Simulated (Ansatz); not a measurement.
## DyAl3C, from a guessed structure to a relaxed one

This structure for DyAl3C is made up. Its elements were placed in a known structure type with a cell scaled to their sizes. What cell does the guess relax to, and how far off was it?

Method: DFT, PBE, plane-wave PAW, default files, scalar-relativistic, ferromagnetic start, cell and ions relaxed at zero pressure, in Ansatz 0.2.0.

In doubt: a part-filled 4f shell, where there is one, can sit in one of many states, so energies may not be the lowest and differences between runs may mislead; derivatives with an open 4f shell can jump between states, which bears on forces and vibrations.

**1. Set-up**

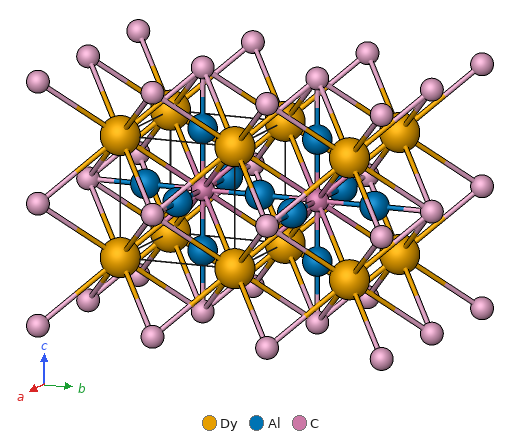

The cell as given, slightly off an axis (dysprosium orange, aluminium blue, carbon pink). 1×2×1 cells are drawn. Some periodic images of atoms are drawn too.

**2. Relaxing cell and atoms**

The guess takes its coordinates from another compound and its volume from a rule, so the cell and any free coordinates are relaxed together.

input.yaml

```yaml
crystal:
  lattice:
    - [4.378, 0.0, 0.0]
    - [0.0, 4.378, 0.0]
    - [0.0, 0.0, 4.378]
  atoms:
    - { symbol: Dy, position: [0.0, 0.0, 0.0], spin: 5.0 }
    - { symbol: Al, position: [0.5, 0.0, 0.5] }
    - { symbol: Al, position: [0.5, 0.5, 0.0] }
    - { symbol: Al, position: [0.0, 0.5, 0.5] }
    - { symbol: C, position: [0.5, 0.5, 0.5] }
magnetization:
  spin_polarized: true
kpoints:
  mp_grid: { grid: [6, 6, 6] }
scf:
  occupations: { method: fermi_dirac, width: 0.05 }
hamiltonian:
  xc: pbe
  pseudopotentials: { kind: paw }
relax:
  f_tol: 0.015
  max_steps: 70
  cell: {}
output:
  forces: true
  stress: true
```

Run with:

```sh
$ ansatz run input.yaml --threads 4 --pin off --max-ram 10240MiB --backend cpu --events-out ev --progress --plain --runs-dir out
```

Numbers of over 12 decimals in the logs are rounded to 6 here.

Output:

```text
Engine: ansatz 0.2.0, x86_64-unknown-linux-gnu
Pseudopotentials: kind: paw
Pseudopotential: Dy, paw, valence charge 20, recommended cutoff 420 eV (normal), Dy.paw.azcp
Pseudopotential: Al, paw, valence charge 3, recommended cutoff 420 eV (normal), Al.paw.azcp
Pseudopotential: C, paw, valence charge 4, recommended cutoff 420 eV (normal), C.paw.azcp
Functional definition: PBE
  parameter kappa = 0.804
  parameter beta = 0.066725
  exchange = pbe_x(kappa = kappa, mu = beta*pi^2/3)
  correlation = pbe_c(beta = beta)
Crystal: 5 atoms, lattice volume = 83.913 Å³
Basis set: ecut = 420 eV, 1647 PW (Γ), exchange–correlation on 60×60×60 points (8 copies of the dense FFT grid, shifted against one another)
Bands: 24, of which v1, the nominal top of the filled ones, is band 17 counted from 1 (16 counted from 0)
Symmetry: 48 space group operations
Space group: Pm-3m (ITA 221), of the structure as read, at distance tolerance 4.4e-5 Å
Magnetic group: BNS 221.92 (UNI 1594), of the structure as read, at distance tolerance 4.4e-5 Å
k-points: 20 of 216
Non-local potential: Dy, projectors of the file, l = 0: 3, l = 1: 2, l = 2: 2, l = 3: 3
Non-local potential: Al, projectors of the file, l = 0: 2, l = 1: 2, l = 2: 1
Non-local potential: C, projectors of the file, l = 0: 2, l = 1: 2, l = 2: 1
PAW form: soft (Blöchl's): semilocal exchange-correlation on the pseudo side does not see the compensation charge
PAW one-centre angular grid: Dy, 590 points (default); XC on 64 Gauss nodes
PAW one-centre angular grid: Al, 110 points (default); XC on 64 Gauss nodes
PAW one-centre angular grid: C, 110 points (default); XC on 64 Gauss nodes
Initial density: superposition of atomic densities (chi_scale 0.1, normalization cell, long waves kept (reshape's long-wave potential 0.00 eV rms))
Starting moments: Σ|m| = 5 μB on 1 of 5 sites
Initial wavefunctions: pseudopotential atomic-orbital guess
Functional: x = pbe(κ = 0.804, μ = 0.219515), c = pbe(β = 0.066725)
SCF iter   1: F=—  HF=-12467.517728 eV  |F-HF|=—  |Δ(HF+E_count)|=         —  Δρ=2.04e-2 (↑1.77e-2 ↓2.04e-2)  dr2=2.55e0  dr2_m=2.96e-2  M=4.403 μB ∫|m|=4.715 μB  β_m=0.30  ethr=3.10e-3  ⟨swp⟩=7.3  Hψ=5024  notcnv=0
Mixer restart at iter 1: flushing history
preconditioner: auto → Kerker (q_TF=auto, 2.335 Å⁻¹)  [metal: Δε(μ)=0.007 eV  Ē_g=5.105 eV  σ=0.050 eV  W_gap=0.04  n_scr=18 (ndim 8)  ℏωp=20.3 eV  f_vac=0.000  D(μ)=15.06/eV (n_scr^D=250)]
spin=Collinear: Kerker preconditioning applied to the charge; magnetization (m = ρ↑ − ρ↓) channel mixes plain (no charge-response kernel on spin).
SCF iter   2: F=—  HF=-12467.398458 eV  |F-HF|=—  |Δ(HF+E_count)|=   1.19e-1  Δρ=1.67e-2 (↑1.27e-2 ↓1.67e-2)  dr2=1.27e0  dr2_m=2.67e-2  M=4.325 μB ∫|m|=4.740 μB  β_m=0.65  ethr=3.10e-3  ⟨swp⟩=3.6  Hψ=1816  notcnv=0  defer=3
SCF iter   3: F=—  HF=-12467.510223 eV  |F-HF|=—  |Δ(HF+E_count)|=   1.12e-1  Δρ=1.03e-2 (↑1.03e-2 ↓1.01e-2)  dr2=4.49e-1  dr2_m=1.04e-3  M=4.194 μB ∫|m|=4.745 μB  β_m=0.54  ethr=3.10e-3  ⟨swp⟩=2.8  Hψ=1952  notcnv=0  defer=3
SCF iter   4: F=—  HF=-12467.214547 eV  |F-HF|=—  |Δ(HF+E_count)|=   2.96e-1  Δρ=5.58e-3 (↑2.76e-3 ↓5.58e-3)  dr2=4.42e-2  dr2_m=3.51e-3  M=4.185 μB ∫|m|=4.809 μB  β_m=0.50  ethr=1.36e-3  ⟨swp⟩=3.9  Hψ=2371  notcnv=0  defer=4
SCF iter   5: F=—  HF=-12467.254802 eV  |F-HF|=—  |Δ(HF+E_count)|=   4.03e-2  Δρ=4.04e-3 (↑1.26e-3 ↓4.04e-3)  dr2=1.69e-2  dr2_m=2.45e-3  M=4.210 μB ∫|m|=4.817 μB  β_m=0.75  ethr=1.34e-4  ⟨swp⟩=3.5  Hψ=2114  notcnv=0  defer=7
SCF iter   6: F=—  HF=-12467.286025 eV  |F-HF|=—  |Δ(HF+E_count)|=   3.12e-2  Δρ=3.66e-3 (↑5.97e-4 ↓3.66e-3)  dr2=8.56e-3  dr2_m=3.16e-3  M=4.266 μB ∫|m|=4.871 μB  β_m=0.87  ethr=5.14e-5  ⟨swp⟩=2.7  Hψ=2010  notcnv=0  defer=9
SCF iter   7: F=—  HF=-12467.297490 eV  |F-HF|=—  |Δ(HF+E_count)|=   1.15e-2  Δρ=1.17e-3 (↑8.57e-4 ↓1.17e-3)  dr2=3.98e-3  dr2_m=2.59e-4  M=4.307 μB ∫|m|=4.904 μB  β_m=0.79  ethr=2.59e-5  ⟨swp⟩=2.9  Hψ=2170  notcnv=0  defer=7
SCF iter   8: F=—  HF=-12467.297537 eV  |F-HF|=—  |Δ(HF+E_count)|=   4.67e-5  Δρ=3.06e-4 (↑1.14e-4 ↓3.06e-4)  dr2=1.25e-4  dr2_m=2.20e-5  M=4.305 μB ∫|m|=4.905 μB  β_m=0.89  ethr=1.21e-5  ⟨swp⟩=2.0  Hψ=1416  notcnv=0  defer=4
SCF iter   9: F=—  HF=-12467.297617 eV  |F-HF|=—  |Δ(HF+E_count)|=   7.95e-5  Δρ=8.35e-5 (↑4.05e-5 ↓8.35e-5)  dr2=7.71e-6  dr2_m=1.27e-6  M=4.307 μB ∫|m|=4.908 μB  β_m=0.95  ethr=3.79e-7  ⟨swp⟩=2.0  Hψ=1629  notcnv=0  defer=4
SCF iter  10: F=—  HF=-12467.297639 eV  |F-HF|=—  |Δ(HF+E_count)|=   2.27e-5  Δρ=8.88e-6 (↑8.88e-6 ↓5.13e-6)  dr2=8.07e-8  dr2_m=2.40e-8  M=4.306 μB ∫|m|=4.909 μB  β_m=0.97  ethr=2.34e-8  ⟨swp⟩=2.6  Hψ=1668  notcnv=0  defer=4
SCF iter  11: F=—  HF=-12467.297640 eV  |F-HF|=—  |Δ(HF+E_count)|=   2.26e-7  Δρ=7.08e-6 (↑1.48e-6 ↓7.08e-6)  dr2=4.21e-8  dr2_m=1.02e-8  M=4.306 μB ∫|m|=4.908 μB  β_m=0.99  ethr=2.45e-10  ⟨swp⟩=2.2  Hψ=1483  notcnv=0  defer=4
SCF iter  12: F=-12467.297640 eV  HF=-12467.297640 eV  |F-HF|=2.52e-9  |Δ(HF+E_count)|=   1.21e-7  Δρ=1.44e-6 (↑1.44e-6 ↓6.86e-7)  dr2=7.13e-10  dr2_m=7.56e-10  M=4.306 μB ∫|m|=4.908 μB  ethr=1.28e-10  ⟨swp⟩=2.8  Hψ=3400  notcnv=0
SCF 1 converged in 12 iterations: F = -12467.297640 eV  dr2 = 7.13e-10
  greatest PAW one-centre occupation: 0.998 electrons in one spin orbital (limit 2), on the Dy atom at site 0 (counted from 0), in its partial waves of l = 0
relax step   1: F+E_penalty+E_count = -12467.29763964 eV  Δ(F+E_penalty+E_count) = +0.000e0 eV  max|allowed force component| = 1.893e-29 eV/Å  Δτ_max = 0.0000 Å  P = -1.029 GPa  Ω = 83.913 Å³  (12 SCF iters, dr2 threshold 1.00e-7 eV, accepted)
Crystal: 5 atoms, lattice volume = 82.934 Å³
Initial density: handed on by an earlier stage of this run
Starting moments: Σ|m| = 5 μB on 1 of 5 sites; this step starts from the density that it was given
Initial wavefunctions: those handed on with the density
iter 1 solved again at ethr=3.37e-6 eV; its pass at ethr=3.10e-3 eV (dr2=1.11e-3 eV) is discarded
SCF iter   1: F=—  HF=-12467.301781 eV  |F-HF|=—  |Δ(HF+E_count)|=         —  Δρ=1.20e-3 (↑6.42e-4 ↓1.20e-3)  dr2=1.12e-3  dr2_m=4.42e-4  M=4.296 μB ∫|m|=4.915 μB  β_m=0.65  ethr=3.37e-6  ⟨swp⟩=2.1  Hψ=5399  notcnv=0
preconditioner: auto → Kerker (q_TF=auto, 2.340 Å⁻¹)  [metal: Δε(μ)=0.006 eV  Ē_g=8.914 eV  σ=0.050 eV  W_gap=0.03  n_scr=18 (ndim 8)  ℏωp=22.7 eV  f_vac=0.000  D(μ)=6.13/eV (n_scr^D=80)]
spin=Collinear: Kerker preconditioning applied to the charge; magnetization (m = ρ↑ − ρ↓) channel mixes plain (no charge-response kernel on spin).
[...]
spin=Collinear: Kerker preconditioning applied to the charge; magnetization (m = ρ↑ − ρ↓) channel mixes plain (no charge-response kernel on spin).
SCF iter   2: F=—  HF=-12467.301907 eV  |F-HF|=—  |Δ(HF+E_count)|=   5.43e-7  Δρ=7.16e-5 (↑7.16e-5 ↓5.43e-5)  dr2=6.97e-6  dr2_m=2.49e-6  M=4.284 μB ∫|m|=4.926 μB  β_m=0.51  ethr=8.57e-8  ⟨swp⟩=2.0  Hψ=1526  notcnv=0
SCF iter   3: F=—  HF=-12467.301906 eV  |F-HF|=—  |Δ(HF+E_count)|=   1.30e-6  Δρ=6.22e-5 (↑2.47e-5 ↓6.22e-5)  dr2=2.56e-6  dr2_m=1.06e-6  M=4.284 μB ∫|m|=4.926 μB  β_m=0.53  ethr=2.11e-8  ⟨swp⟩=2.0  Hψ=1450  notcnv=0
SCF iter   4: F=—  HF=-12467.301906 eV  |F-HF|=—  |Δ(HF+E_count)|=   3.25e-8  Δρ=1.53e-5 (↑1.53e-5 ↓8.77e-6)  dr2=4.19e-7  dr2_m=6.86e-8  M=4.284 μB ∫|m|=4.927 μB  β_m=0.56  ethr=7.77e-9  ⟨swp⟩=2.0  Hψ=1364  notcnv=0
SCF iter   5: F=—  HF=-12467.301906 eV  |F-HF|=—  |Δ(HF+E_count)|=   1.43e-7  Δρ=5.21e-6 (↑3.42e-6 ↓5.21e-6)  dr2=2.94e-8  dr2_m=9.46e-9  M=4.284 μB ∫|m|=4.927 μB  β_m=0.78  ethr=1.27e-9  ⟨swp⟩=2.3  Hψ=1423  notcnv=0
SCF iter   6: F=—  HF=-12467.301906 eV  |F-HF|=—  |Δ(HF+E_count)|=   4.79e-8  Δρ=4.54e-6 (↑8.26e-7 ↓4.54e-6)  dr2=2.64e-8  dr2_m=3.07e-9  M=4.284 μB ∫|m|=4.927 μB  β_m=0.89  ethr=8.91e-11  ⟨swp⟩=2.0  Hψ=1547  notcnv=0
SCF iter   7: F=—  HF=-12467.301906 eV  |F-HF|=—  |Δ(HF+E_count)|=   2.01e-8  Δρ=9.12e-7 (↑4.38e-7 ↓9.12e-7)  dr2=2.06e-9  dr2_m=1.75e-10  M=4.284 μB ∫|m|=4.927 μB  β_m=0.95  ethr=7.99e-11  ⟨swp⟩=2.1  Hψ=1641  notcnv=0
SCF iter   8: F=-12467.301906 eV  HF=-12467.301906 eV  |F-HF|=4.96e-8  |Δ(HF+E_count)|=  9.55e-10  Δρ=7.81e-6 (↑5.55e-7 ↓7.81e-6)  dr2=4.93e-8  dr2_m=1.12e-8  M=4.284 μB ∫|m|=4.927 μB  ethr=6.24e-12  ⟨swp⟩=1.3  Hψ=2662  notcnv=0
SCF 3 converged in 8 iterations: F = -12467.301906 eV  dr2 = 4.93e-8
relax step   3: F+E_penalty+E_count = -12467.30190564 eV  Δ(F+E_penalty+E_count) = -1.501e-4 eV  max|allowed force component| = 5.916e-31 eV/Å  Δτ_max = 0.0000 Å  P = +0.002 GPa  Ω = 82.779 Å³  energy of the carried Pulay correction = +5.880e-4 eV  (8 SCF iters, dr2 threshold 5.05e-8 eV, accepted)
Initial wavefunctions: pseudopotential atomic-orbital guess (no wavefunctions were taken with the density)
iter 1 solved again at ethr=5.39e-9 eV; its pass at ethr=3.10e-3 eV (dr2=1.78e-6 eV) is discarded
SCF iter   1: F=—  HF=-12467.301332 eV  |F-HF|=—  |Δ(HF+E_count)|=         —  Δρ=1.30e-5 (↑1.20e-5 ↓1.30e-5)  dr2=1.00e-7  dr2_m=6.53e-9  M=4.284 μB ∫|m|=4.927 μB  β_m=0.65  ethr=5.39e-9  ⟨swp⟩=4.2  Hψ=8469  notcnv=0
preconditioner: auto → Kerker (q_TF=auto, 2.341 Å⁻¹)  [metal: Δε(μ)=0.003 eV  Ē_g=8.919 eV  σ=0.050 eV  W_gap=0.02  n_scr=18 (ndim 8)  ℏωp=22.7 eV  f_vac=0.000  D(μ)=6.08/eV (n_scr^D=80)]
spin=Collinear: Kerker preconditioning applied to the charge; magnetization (m = ρ↑ − ρ↓) channel mixes plain (no charge-response kernel on spin).
SCF iter   2: F=—  HF=-12467.301332 eV  |F-HF|=—  |Δ(HF+E_count)|=   1.07e-7  Δρ=6.96e-6 (↑5.60e-6 ↓6.96e-6)  dr2=6.36e-8  dr2_m=1.44e-9  M=4.284 μB ∫|m|=4.927 μB  β_m=0.59  ethr=3.04e-10  ⟨swp⟩=2.0  Hψ=1456  notcnv=0
SCF iter   3: F=—  HF=-12467.301332 eV  |F-HF|=—  |Δ(HF+E_count)|=   2.62e-8  Δρ=2.25e-6 (↑2.25e-6 ↓2.15e-6)  dr2=1.97e-9  dr2_m=2.19e-10  M=4.284 μB ∫|m|=4.927 μB  β_m=0.59  ethr=1.93e-10  ⟨swp⟩=2.0  Hψ=1562  notcnv=0
SCF iter   4: F=—  HF=-12467.301332 eV  |F-HF|=—  |Δ(HF+E_count)|=   2.29e-9  Δρ=6.35e-7 (↑5.42e-7 ↓6.35e-7)  dr2=1.40e-9  dr2_m=3.55e-12  M=4.284 μB ∫|m|=4.927 μB  β_m=0.54  ethr=5.96e-12  ⟨swp⟩=2.0  Hψ=1642  notcnv=0
SCF iter   5: F=—  HF=-12467.301332 eV  |F-HF|=—  |Δ(HF+E_count)|=  4.66e-10  Δρ=2.47e-7 (↑1.36e-7 ↓2.47e-7)  dr2=3.26e-11  dr2_m=1.53e-11  M=4.284 μB ∫|m|=4.927 μB  β_m=0.77  ethr=4.23e-12  ⟨swp⟩=2.4  Hψ=1616  notcnv=0
SCF iter   6: F=—  HF=-12467.301332 eV  |F-HF|=—  |Δ(HF+E_count)|=  4.00e-10  Δρ=4.33e-7 (↑1.13e-7 ↓4.33e-7)  dr2=9.84e-11  dr2_m=4.25e-11  M=4.284 μB ∫|m|=4.927 μB  β_m=0.89  ethr=1.00e-12  ⟨swp⟩=2.0  Hψ=1177  notcnv=0
SCF iter   7: F=—  HF=-12467.301332 eV  |F-HF|=—  |Δ(HF+E_count)|=  4.69e-10  Δρ=1.57e-7 (↑4.66e-8 ↓1.57e-7)  dr2=1.47e-11  dr2_m=6.80e-12  M=4.284 μB ∫|m|=4.927 μB  β_m=0.94  ethr=1.00e-12  ⟨swp⟩=2.0  Hψ=1620  notcnv=0
SCF iter   8: F=—  HF=-12467.301332 eV  |F-HF|=—  |Δ(HF+E_count)|=  4.37e-11  Δρ=2.28e-8 (↑1.04e-8 ↓2.28e-8)  dr2=1.23e-12  dr2_m=6.77e-14  M=4.284 μB ∫|m|=4.927 μB  β_m=0.97  ethr=1.00e-12  ⟨swp⟩=2.1  Hψ=1216  notcnv=0
SCF iter   9: F=-12467.301332 eV  HF=-12467.301332 eV  |F-HF|=1.27e-11  |Δ(HF+E_count)|=  5.46e-12  Δρ=1.12e-7 (↑8.43e-9 ↓1.12e-7)  dr2=9.73e-12  dr2_m=2.34e-12  M=4.284 μB ∫|m|=4.927 μB  ethr=1.00e-12  ⟨swp⟩=2.7  Hψ=2767  notcnv=0
SCF 4 converged in 9 iterations: F = -12467.301332 eV  dr2 = 9.73e-12
relax step   4: F+E_penalty+E_count = -12467.30133195 eV  Δ(F+E_penalty+E_count) = +5.737e-4 eV  max|allowed force component| = 1.413e-30 eV/Å  Δτ_max = 0.0000 Å  P = -0.009 GPa  Ω = 82.779 Å³  stress off target by 8.63e-3 GPa  SCF on the basis re-selected at this cell (its energy is not comparable with the rows above)  (9 SCF iters)
basis re-selected at this cell: Δ(F+E_penalty+E_count) = +5.737e-4 eV, ΔP = -0.010 GPa vs the last step (what re-selecting the basis moved, of the pressure what is left beyond the Pulay correction that the steps carried, after the strain that the cell walked since its last selection, with what the two solves' SCF thresholds leave and, on support functions, any second-order correction that the steps lacked; it is no m [...]
SCF converged after 9 iterations
Magnetization: 4.2837 μB (18.6419 up, 14.3581 down)
Absolute magnetization: 4.9261 μB (∫|ρ↑−ρ↓|, with the PAW one-centre terms)
Spin contamination: 0.2813 ħ² per cell (⟨S²⟩ above its minimum at these occupations)
Per-site moments (μB) at R_I (Å): [(4.593573, 1.271206), (-0.023199, 0.898878), (-0.023199, 0.898878), (-0.023199, 0.898878), (-0.041344, 0.898878)]
Free energy (F): -12467.301332 eV
Harris-Foulkes:  -12467.301332 eV  (|F-HF|=1.27e-11)
Internal energy: -12467.249233 eV  (E = F + TS)
E sigma→0 (E₀):  -12467.275282 eV
Entropy (-TS):   -0.052099 eV (-10.420 meV/atom)
Fermi energy:    10.403418 eV
--- Per-component energies (eV) ---
  E_band       = 24.590552
  E_kinetic    = 525.012280
  E_local      = -4104.664847  (includes V_loc(G=0)·N_el)
  E_nonlocal   = 829.639801
  E_hartree    = 1740.771471
  E_xc         = -351.534362
  E_vxc        = -358.491626  (∫ρ·V_xc dr)
  E_paw        = -8408.226257  (= ΣΔE_a)
  E_vpaw       = -348.447742  (= ΣTr[D̂ρ^β])
  E_aug_tail   = -0.000005  (compensation charges beyond the density's cutoff)
  E_ewald      = -2698.247315
  E_smearing   = -0.052099  (= −TS)
  E_closure    = -0.000000  (closes the sum)
  Σ components = -12467.301332   (vs F -12467.301332, Δ=0.00e0)
--- Forces (eV/Å), atoms counted from 1 ---
  atom   1  Dy    -0.00000000    -0.00000000     0.00000000
  atom   2  Al     0.00000000    -0.00000000    -0.00000000
  atom   3  Al     0.00000000     0.00000000     0.00000000
  atom   4  Al    -0.00000000     0.00000000     0.00000000
  atom   5  C     -0.00000000     0.00000000    -0.00000000
  max |Σ_I F_I| component: 1.48e-30 eV/Å
--- Stress (GPa, compression-positive) ---
       -0.008631       0.000000       0.000000
        0.000000      -0.008631      -0.000000
        0.000000      -0.000000      -0.008631
  P = ⅓ Tr σ = -0.0086 GPa (-0.086 kbar)
--- Relaxed structure (3 steps of the walk, 3 accepted, 1 SCFs on fresh bases) ---
  F+E_penalty+E_count = -12467.30133195 eV   max|allowed force component| = 1.413e-30 eV/Å   (the final SCF, on the basis selected at the relaxed cell)
  cell:  # Å, volume = 82.7791 Å³
    - [4.358198, 0.0, 0]
    - [0, 4.358198, 0]
    - [0, 0, 4.358198]
  atoms:
    - { symbol: Dy, position: [0, 0, 0] }
    - { symbol: Al, position: [0.5, 0, 0.5] }
    - { symbol: Al, position: [0.5, 0.5, 0] }
    - { symbol: Al, position: [0, 0.5, 0.5] }
    - { symbol: C, position: [0.5, 0.5, 0.5] }
```

Elapsed: 5.2 s, on 4 threads of Intel Xeon Platinum 8488C (Sapphire Rapids), shared host; peak memory 0.5 GiB.

The steps of the relaxation:

```csv
step,energy less that of the first step (eV),largest force component (eV/Å),pressure (GPa),volume (Å³)
1,0.0000,0.0000,-1.03,83.91
2,-0.0041,0.0000,-0.14,82.93
3,-0.0043,0.0000,0.00,82.78
4*,-0.0037,0.0000,-0.01,82.78
```

Relaxation steps marked * repeat the geometry before them on a plane-wave basis chosen anew for their cell, so energy and pressure can jump there.

The run keeps the 48 symmetry operations that it works with, so distortions that break them were not tested.

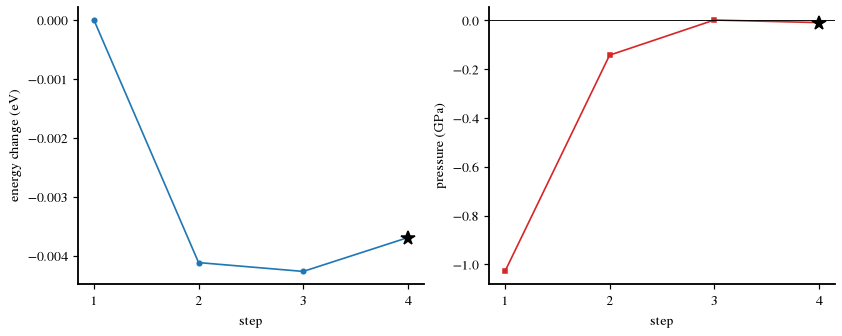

Energy and pressure along the relaxation. Stars mark steps on a basis chosen anew.

```csv
"conventional cell, symmetrised",before,after,change
a (Å),4.378,4.358,-0.5 %
b (Å),4.378,4.358,-0.5 %
c (Å),4.378,4.358,-0.5 %
volume (Å³/atom),16.78,16.56,-1.4 %
```

The relaxed structure:

```xyz
5
Lattice="4.3582 0.0000 0.0000 0.0000 4.3582 0.0000 0.0000 0.0000 4.3582" Properties=species:S:1:pos:R:3 pbc="T T T"
Dy    0.0000    0.0000    0.0000
Al    2.1791    0.0000    2.1791
Al    2.1791    2.1791    0.0000
Al    0.0000    2.1791    2.1791
C     2.1791    2.1791    2.1791
```

Numbers from this step:

```
free energy             : -12467.3013 eV
energy at zero smearing : -12467.2753 eV
smearing term TS        : 0.05210 eV
Fermi energy            : 10.40 eV
magnetization           : 4.284 μB
absolute magnetization  : 4.926 μB
site moments            : 4.594, -0.02320, -0.02320, -0.02320, -0.04134 μB
electrons               : 33
symmetry operations     : 48
pressure                : -0.008631 GPa
```

Site moment by atom:

```csv
atom,site moment (μB)
Dy1,4.59
Al2,-0.02
Al3,-0.02
Al4,-0.02
C5,-0.04
```

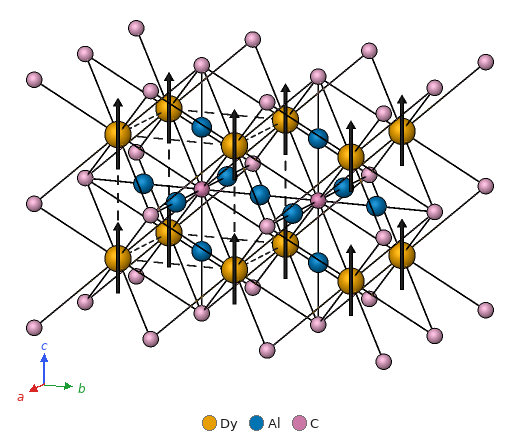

Site moment as arrows, the longest 4.59 μB. Up and down stand for the sign. Arrows give size and sign along the axis of quantisation, drawn up and down the page. 1×2×1 cells are drawn. Some periodic images of atoms are drawn too.

The shortest distance of each pair, which need not be the same contact before and after:

```csv
pair,guess (Å),relaxed (Å)
Al–C,2.189,2.179
Al–Dy,3.096,3.082
Al–Al,3.096,3.082
C–Dy,3.791,3.774
Dy–Dy,4.378,4.358
```

The relaxation ends with a pressure of -0.01 GPa.

**3. Summary of results**

* space group, relaxed: Pm-3m
* conventional cell: a = 4.358, b = 4.358, c = 4.358 Å; α = 90.0°, β = 90.0°, γ = 90.0°
* volume per atom: 16.56 Å³ (guess 16.78)
* total moment: 4.28 μB in the cell of 5 atoms

What this shows: DyAl3C relaxes to Pm-3m with a = 4.358, b = 4.358 and c = 4.358 Å. The guessed volume was near the relaxed one. The space group Pm-3m was held in the relaxation, so the end point is a stationary structure within it and may be a saddle against distortions or other arrangements. The input starts from parallel moments, and no other start was typed. The f shell may be open and has no Hubbard U, so its place in energy and the volume are uncertain. The electronic state may lie above the lowest one. Mesh and cutoff weren't tested. Spin-orbit coupling is left out, which can matter for elements this heavy. No dispersion term is used, so weakly bound directions may come out too long. Nothing here tests whether the compound is stable against decomposition.

[Logs are printed without paths, hosts, clocks, repeated set-up lines and the standing remarks that a program may print on its own settings, such as how far it seeks lower states.]

[Hosts, paths, dates, database ids (printed as entryN), source tags and the programs' standing remarks are cut or masked in the printed files.]
